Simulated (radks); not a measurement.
# Valence configurations of Ta

Aim: which of several valence configurations of Ta lies lowest at this level, and whether it is the one NIST lists ([Xe] 4f14 5d3 6s2).

The numbers are computed with radks (a radial shooting solver on a logarithmic mesh, Libxc functionals) version 1 (scalar-relativistic Kohn-Sham, PBEsol, spin-polarised, spherical densities, finite nucleus; open shells are filled with parallel spins first), except any that are marked as measured or tabulated.

## Step 1: The atom as given

| Item | Value |
| --- | --- |
| element | tantalum (Z = 73) |
| charge | 0 |
| electrons | 73 |
| configuration | [Xe] 4f14 5d3 6s2 |
| nuclear rms radius | 5.3507 fm |
| others tried | 4f13 5d4 6s2; 4f13 5d3 6s2 6p1; 4f14 5d3 6s1 6p1; 4f14 5d4 6s1; 4f14 5d2 6s2 6p1; 4f14 5d3 6s1.5 6p0.5; 4f11 5d4 6s2 6p2; 4f14 6s2 6p3; 4f12 5d5 6s2 |

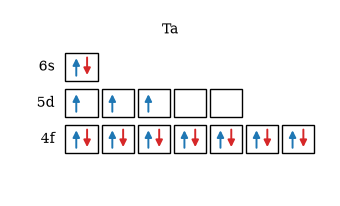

Occupation of the outer shells (arrows by Hund's rule).

## Step 2: [Xe] 4f14 5d3 6s2

The run's settings:

```text
Z 73
configuration [Xe] 4f14 5d3 6s2
relativity scalar-relativistic
functional pbe_sol,pbe_sol
spin polarised
nucleus finite rms 5.3507 fm
c 137.035999084
```

## Step 3: [Xe] 4f13 5d4 6s2

Input: that of step 2 with these lines changed.

```diff
@@ -1,3 +1,3 @@
 Z 73
-configuration [Xe] 4f14 5d3 6s2
+configuration [Xe] 4f13 5d4 6s2
 relativity scalar-relativistic
```

## Step 4: [Xe] 4f13 5d3 6s2 6p1

Input: that of step 3 with these lines changed.

```diff
@@ -1,3 +1,3 @@
 Z 73
-configuration [Xe] 4f13 5d4 6s2
+configuration [Xe] 4f13 5d3 6s2 6p1
 relativity scalar-relativistic
```

## Step 5: [Xe] 4f14 5d3 6s1 6p1

The run's settings:

```text
Z 73
configuration [Xe] 4f14 5d3 6s1 6p1
relativity scalar-relativistic
functional pbe_sol,pbe_sol
spin polarised
nucleus finite rms 5.3507 fm
c 137.035999084
```

## Step 6: [Xe] 4f14 5d4 6s1

Input: that of step 5 with these lines changed.

```diff
@@ -1,3 +1,3 @@
 Z 73
-configuration [Xe] 4f14 5d3 6s1 6p1
+configuration [Xe] 4f14 5d4 6s1
 relativity scalar-relativistic
```

## Step 7: [Xe] 4f14 5d2 6s2 6p1

Input: that of step 6 with these lines changed.

```diff
@@ -1,3 +1,3 @@
 Z 73
-configuration [Xe] 4f14 5d4 6s1
+configuration [Xe] 4f14 5d2 6s2 6p1
 relativity scalar-relativistic
```

## Step 8: [Xe] 4f14 5d3 6s1.5 6p0.5

The run's settings:

```text
Z 73
configuration [Xe] 4f14 5d3 6s1.5 6p0.5
relativity scalar-relativistic
functional pbe_sol,pbe_sol
spin polarised
nucleus finite rms 5.3507 fm
c 137.035999084
```

## Step 9: [Xe] 4f11 5d4 6s2 6p2

The run's settings:

```text
Z 73
configuration [Xe] 4f11 5d4 6s2 6p2
relativity scalar-relativistic
functional pbe_sol,pbe_sol
spin polarised
nucleus finite rms 5.3507 fm
c 137.035999084
```

## Step 10: [Xe] 4f14 6s2 6p3

Input: that of step 9 with these lines changed.

```diff
@@ -1,3 +1,3 @@
 Z 73
-configuration [Xe] 4f11 5d4 6s2 6p2
+configuration [Xe] 4f14 6s2 6p3
 relativity scalar-relativistic
```

## Step 11: [Xe] 4f12 5d5 6s2

Input: that of step 10 with these lines changed.

```diff
@@ -1,3 +1,3 @@
 Z 73
-configuration [Xe] 4f14 6s2 6p3
+configuration [Xe] 4f12 5d5 6s2
 relativity scalar-relativistic
```

Q: Predict the outcome of this session. Wanted: for each run, valence; E − E(NIST configuration); moment; highest level; its energy; 1s shift.

**Answer**, as computed:

```csv
valence,E − E(NIST configuration) (eV),moment (μB),highest level,its energy (eV),1s shift (eV)
4f14 5d3 6s2,0.000,3,5d up,-4.244,+0.00
4f14 5d4 6s1,0.147,5,5d up,-3.306,+2.00
4f14 5d3 6s1.5 6p0.5,1.434,4,6p up,-2.081,-0.70
4f14 5d3 6s1 6p1,2.612,5,6p up,-2.457,-1.29
4f14 5d2 6s2 6p1,3.354,3,6p up,-2.664,-3.76
4f14 6s2 6p3,14.523,3,6p up,-4.527,-11.93
4f13 5d4 6s2,23.365,5,6s down,-4.678,-8.73
4f13 5d3 6s2 6p1,28.079,5,6p up,-2.727,-12.79
4f12 5d5 6s2,53.429,7,6s down,-4.636,-18.03
4f11 5d4 6s2 6p2,107.52,9,6p up,-3.876,-37.11
```

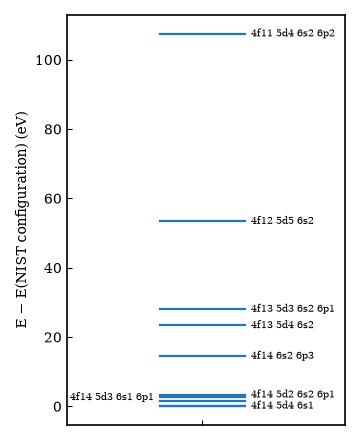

Energies of the configurations.

**Reading.** Theory agrees with NIST among these: the next, 4f14 5d4 6s1, lies 0.147 eV higher. The energies are those of spherical high-spin densities, not of single terms. The 1s eigenvalue shifts by up to 37.11 eV as the valence charge is rearranged.
